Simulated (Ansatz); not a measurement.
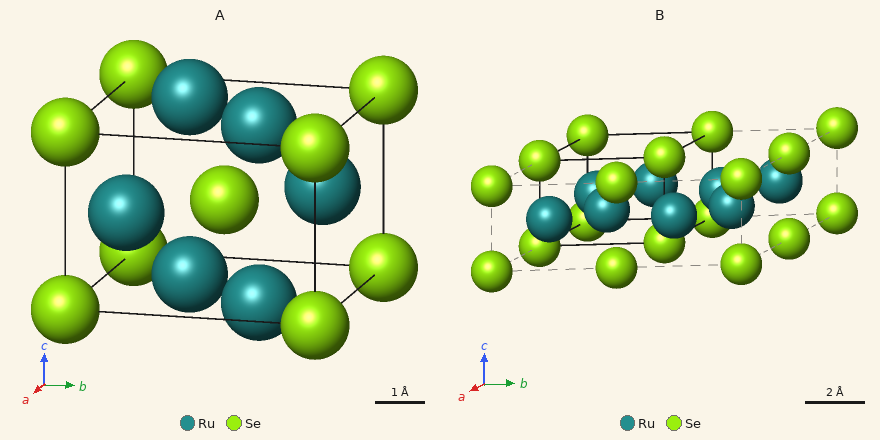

Two structures of Ru2Se, each relaxed to rest (conventional cells in solid outline, small ones repeated, not to one scale). Method: DFT PBE, scalar-relativistic, plane waves, PAW in Ansatz 0.2.0, without spin polarisation.

**Name structures A and B.**

A: 6 atoms a cell on a primitive tetragonal lattice, P4_2/mnm. B: AlB₂ type, P6/mmm.

**What is the energy order of the two?**

B is lower, by 25 meV/atom at this level of theory (energies at zero smearing). Volumes: A 17.8, B 15.7 Å³/atom.

One or both may be structure types tried for this composition rather than known phases.
